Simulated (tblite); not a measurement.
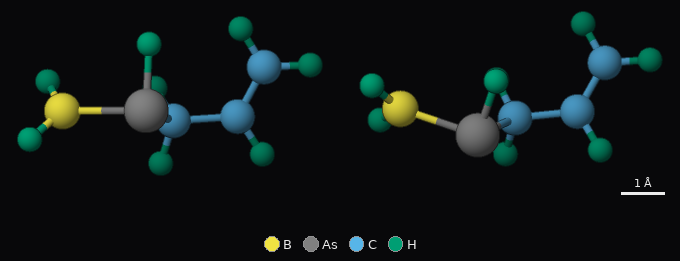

Two geometries of C3H8AsB, drawn at one scale. One is the start of a relaxation, the other its converged end. Style: ball-and-stick. Shown at a tilt.

Theory: GFN2-xTB geometry optimisation, gas phase in tblite. 

### Which of the two is the end point?

The right one is the relaxed one. The atom that moves furthest after the best rigid fit is an H atom (1.28 Å). Largest moves by element: H 1.28 Å, As 0.63 Å, C 0.20 Å, B 0.08 Å. Near-neighbour distances that change, for instance: As–B 2.059 → 1.976 Å, As–H 1.572 → 1.505 Å, As–C 1.980 → 2.022 Å, C–C 1.514 → 1.482 Å. Among the angles between lasting bonds that change: B–As–C 92.5° → 98.1°, B–As–H 91.9° → 96.0°, C–C–H 118.9° → 115.6°. Groups turn about As–B by about 90°, C–C by about 40°. The energy falls by 0.315 eV in 109 geometry steps.
